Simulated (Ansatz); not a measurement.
## Electronic structure of ClH4InN2 in real space

Input

```
crystal:
  periodic: [false, false, false]
  atoms:
    - {symbol: In, position_ang: [-1.164149, 0.087981, 0.340259]}
    - {symbol: N, position_ang: [0.969860, 0.323240, -0.662443]}
    - {symbol: N, position_ang: [-0.380733, -1.318648, 1.397863]}
    - {symbol: H, position_ang: [1.401050, -0.417799, -0.113056]}
    - {symbol: Cl, position_ang: [-2.260320, 1.752028, -0.846449]}
    - {symbol: H, position_ang: [1.466527, 1.190569, -0.498612]}
    - {symbol: H, position_ang: [1.049429, 0.097080, -1.646470]}
    - {symbol: H, position_ang: [-1.081665, -1.714250, 2.028907]}
basis:
  gaussian: {orbitals: def2-TZVPP}
hamiltonian: {xc: pbe0, dispersion: d4}
output: {orbitals: {seedname: orbitals}}
```

Run with:

```sh
ansatz run in.yaml --threads 4 --pin off --events-out ev --progress --plain --max-ram 9574MiB
```

The product side of a reaction path; geometry: PBE0-D4/def2-TZVP; a saddle point, not a minimum; core potentials replace the inner electrons of In.

Theory: Ansatz 0.2.0, RKS PBE0-D4/def2-TZVPP.

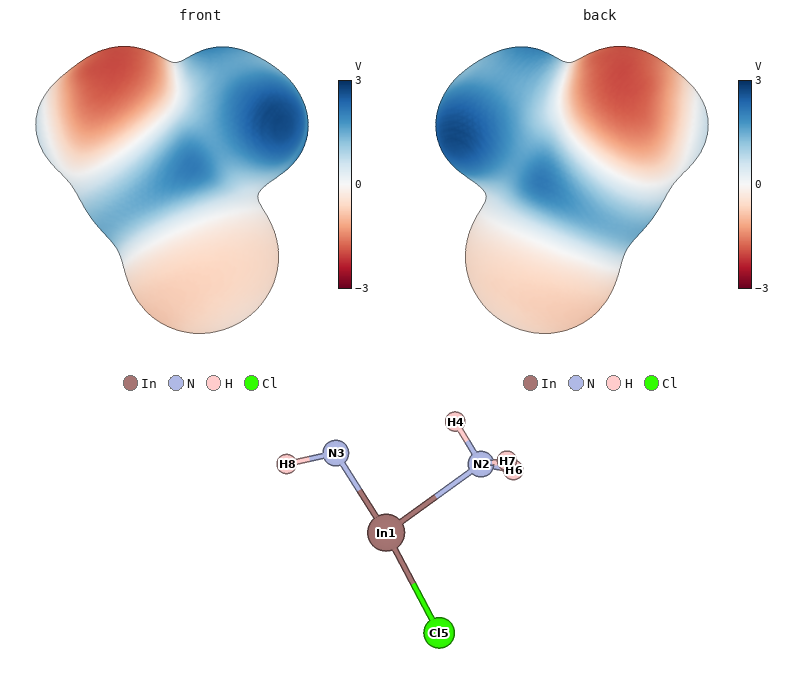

Figure 1. The molecular electrostatic potential painted on the density surface at 0.002 e/bohr³, seen from the front and from behind; the colour scale runs from red (negative) to blue (positive). The bare structure is drawn below in the same view.

Describe the electrostatic potential map.

The most negative region (about −2.0 V, or −46 kcal/mol for a unit charge) lies over N3, the most positive (about +2.7 V, or +62 kcal/mol for a unit charge) over H6 and H7. N3 is the likeliest acceptor of a hydrogen bond.

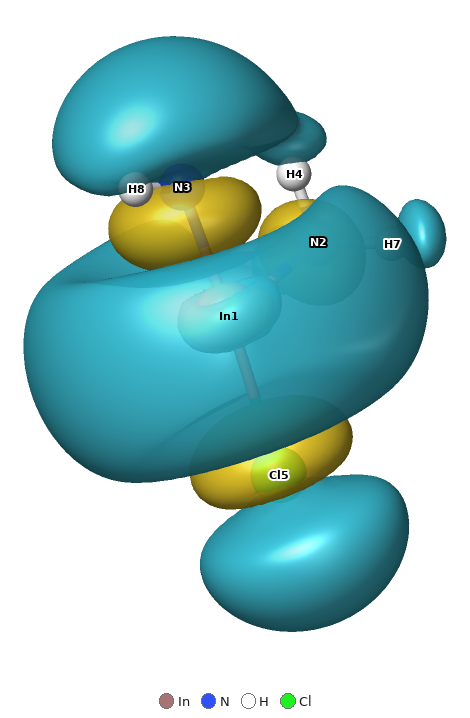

Figure 2. One frontier orbital at ±0.04 Å⁻³ᐟ² (yellow and cyan are the two phases), seen at an oblique angle.

Which orbital is it: HOMO or LUMO?

The LUMO, at −1.47 eV. Its weight (Hirshfeld) is mainly on In1 (about 45 %), N3 (about 25 %) and Cl5 (about 20 %).

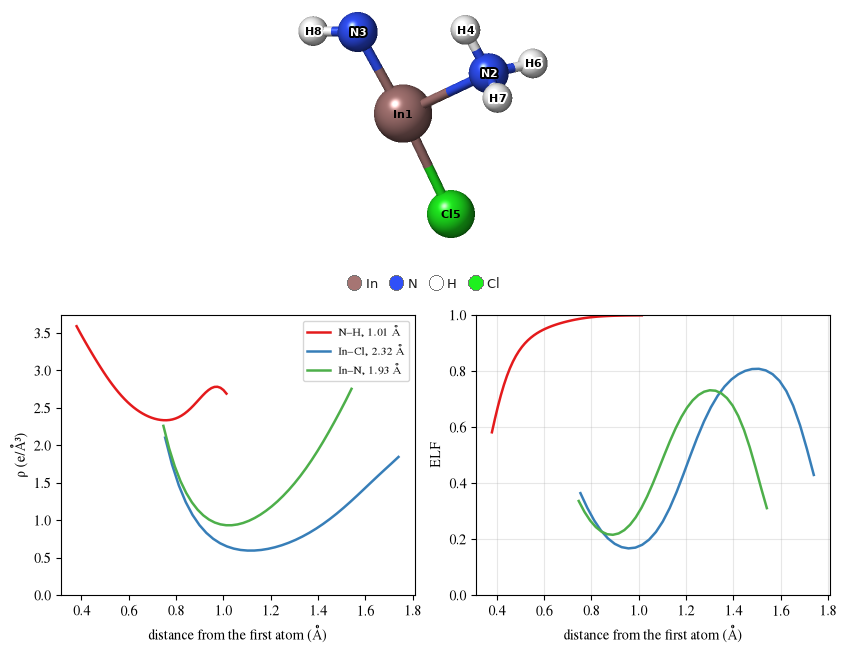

Figure 3. Electron density and electron localisation function along straight lines between neighbouring atoms. The curves leave out the atomic cores. The structure is drawn too.

Compare the contacts.

N–H (1.01 Å): ρ at the midpoint is about 2.9 e/Å³; the ELF climbs to about 1 towards the hydrogen, as it does in any bond to H: an ordinary covalent bond to hydrogen.
In–Cl (2.32 Å): ρ is about 0.6 e/Å³ halfway; the ELF peaks at about 0.80 in the valence shell of Cl, 0.8 Å from its nucleus, and drops to about 0.15 between the two atoms.
In–N (1.93 Å): ρ is about 0.97 e/Å³ halfway; the ELF peaks at about 0.75 in the valence shell of N, 0.6 Å from its nucleus, and drops to about 0.20 between the two atoms.
